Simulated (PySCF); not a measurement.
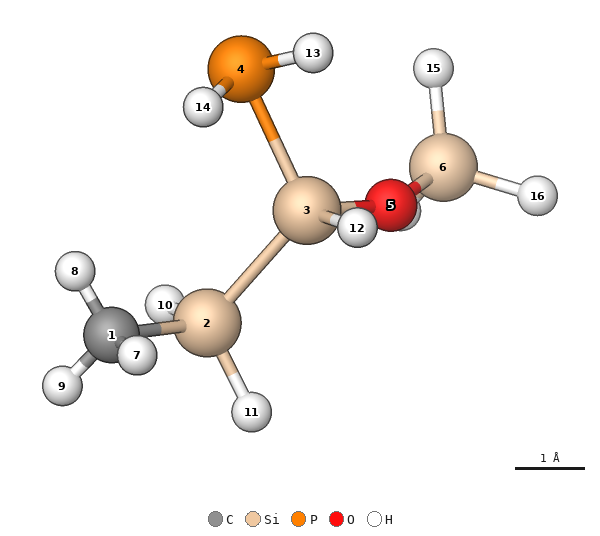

Figure 1. The structure as given in the input (ball-and-stick view, seen at a tilt; atoms are numbered from 1 in the order of the input).

## CH$_{11}$OPSi$_{3}$: NMR shielding calculation

CH$_{11}$OPSi$_{3}$, SMILES C[SiH2][Si@H](P)O[SiH3], computed with GIAO CAM-B3LYP/pcSseg-1 NMR shielding, non-relativistic, gas phase (PySCF 2.14.0).

The geometry comes from this level: GFN2-xTB, coordinate held. Figures and captions count atoms from 1; the log counts them from 0 in places.

**The input**
```
{"job": {"kind": "nmr", "xc": "CAM-B3LYP", "basis": "pcSseg-1", "every": 1, "pop": false}, "charge": 0, "multiplicity": 1}
C      3.003105     0.002576    -0.302304
Si     1.277220     0.121449    -1.092619
Si    -0.321236     0.300115     0.581910
P     -0.393412    -1.521142     1.979715
O     -1.777846     0.478823    -0.124519
Si    -3.183511    -0.044441    -0.738816
H      3.239041     0.890174     0.278364
H      3.071842    -0.852060     0.365671
H      3.776151    -0.108433    -1.055735
H      1.108117    -1.054687    -1.965044
H      1.275234     1.281306    -1.998463
H     -0.281708     1.511494     1.422459
H     -0.977430    -0.615254     2.855782
H      0.772390    -0.950704     2.474570
H     -3.720166    -1.074338     0.148461
H     -4.015510     1.153982    -0.773465
H     -2.883793    -0.574978    -2.067550
```

The first line tells a small driver script what to run in PySCF; the rest is the geometry in Å.

Machine: 1 CPU thread, shared host.

Launched with:
```bash
OMP_NUM_THREADS=1 python <driver script> task.json out
```

**Output**
```
coarse grid: 15488 points
cycle   1  E = -1329.5913938759  dE =  2.736e-01  |g| = 8.327e-01  |ddm| = 3.606e+00
cycle   2  E = -1329.4860649063  dE =  1.053e-01  |g| = 1.150e+00  |ddm| = 1.485e+00
cycle   3  E = -1329.7194378562  dE = -2.334e-01  |g| = 8.256e-02  |ddm| = 9.701e-01
cycle   4  E = -1329.7207126398  dE = -1.275e-03  |g| = 3.902e-02  |ddm| = 1.199e-01
cycle   5  E = -1329.7210962383  dE = -3.836e-04  |g| = 4.993e-03  |ddm| = 3.802e-02
cycle   6  E = -1329.7211028212  dE = -6.583e-06  |g| = 1.364e-03  |ddm| = 7.185e-03
final grid: 129216 points
cycle   7  E = -1329.7634800766  dE = -1.200e-05  |g| = 3.628e-03  |ddm| = 1.130e-02
cycle   8  E = -1329.7634801900  dE = -1.135e-07  |g| = 3.615e-03  |ddm| = 5.070e-03
cycle   9  E = -1329.7634829666  dE = -2.777e-06  |g| = 4.775e-04  |ddm| = 2.591e-03
cycle  10  E = -1329.7634830044  dE = -3.780e-08  |g| = 1.232e-04  |ddm| = 4.606e-04
cycle  11  E = -1329.7634830078  dE = -3.399e-09  |g| = 3.915e-05  |ddm| = 1.514e-04
cycle  12  E = -1329.7634830082  dE = -4.363e-10  |g| = 5.453e-06  |ddm| = 6.326e-05
```

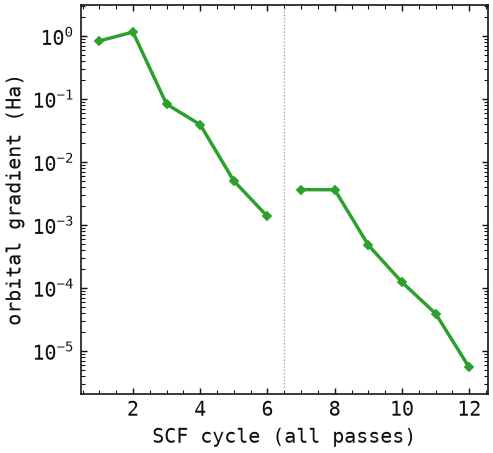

Figure 2. Convergence of the self-consistent field: orbital gradient against the SCF cycle. The dotted line marks the change from a coarse to the final integration grid. The first 6 cycles use a coarse grid, the final grid takes over at cycle 7, and the field converges after 12 cycles in all.

```
converged SCF energy = -1329.7634830082

GIAO shielding tensors (ppm)
atom      isotropic    diamagn.    paramagn.     s11        s22        s33       span
  0 C      196.779     251.843     -55.065    190.526    198.102    201.708     11.182
  1 Si     419.571     881.675    -462.104    394.800    407.832    456.081     61.281
  2 Si     331.996     880.587    -548.591    260.026    338.006    397.954    137.928
  3 P      631.615     968.407    -336.792    536.621    650.575    707.650    171.030
  4 O      321.354     401.544     -80.190    221.386    356.113    386.562    165.176
  5 Si     387.809     880.147    -492.338    350.868    355.928    456.631    105.763
  6 H       31.959      30.932       1.027     27.478     29.370     39.028     11.550
  7 H       32.030      31.743       0.287     26.911     30.756     38.424     11.512
  8 H       31.526      28.154       3.372     26.525     28.179     39.876     13.351
  9 H       27.838      31.305      -3.467     24.744     26.384     32.387      7.643
 10 H       27.846      30.922      -3.075     24.314     26.290     32.934      8.620
 11 H       25.601      31.427      -5.826     22.787     24.687     29.329      6.542
 12 H       30.583      30.913      -0.330     25.524     27.558     38.667     13.143
 13 H       31.999      32.068      -0.069     26.792     29.561     39.643     12.851
 14 H       26.845      29.704      -2.858     23.051     26.158     31.327      8.277
 15 H       26.843      28.911      -2.069     23.182     24.963     32.382      9.200
 16 H       26.849      30.189      -3.340     23.063     25.658     31.826      8.763
```

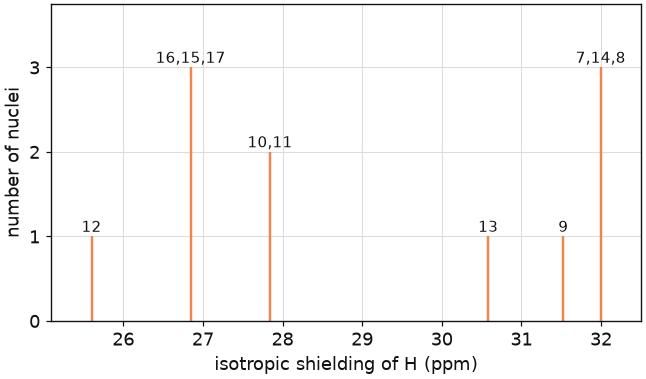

Figure 3. Isotropic shieldings of the hydrogen nuclei in this fixed geometry, labelled by atom number; shielding grows to the right, so chemical shift grows to the left. The least shielded is H12 (25.6 ppm), the most shielded H8 (32.0 ppm).

**Key numbers**

```json
{"quantity": "outcome", "value": "converged"}
{"quantity": "total energy", "value": "−1329.763483 hartree"}
{"quantity": "HOMO", "value": "−8.70 eV"}
{"quantity": "LUMO", "value": "0.52 eV"}
{"quantity": "dipole moment", "value": "0.55 D"}
{"quantity": "isotropic shielding, C", "value": "196.8 ppm"}
{"quantity": "isotropic shielding, Si", "value": "332.0 to 419.6 ppm"}
{"quantity": "isotropic shielding, P", "value": "631.6 ppm"}
{"quantity": "isotropic shielding, O", "value": "321.4 ppm"}
{"quantity": "isotropic shielding, H", "value": "25.6 to 32.0 ppm"}
{"quantity": "wall time", "value": "31 s"}
{"quantity": "peak memory", "value": "1.1 GiB"}
```
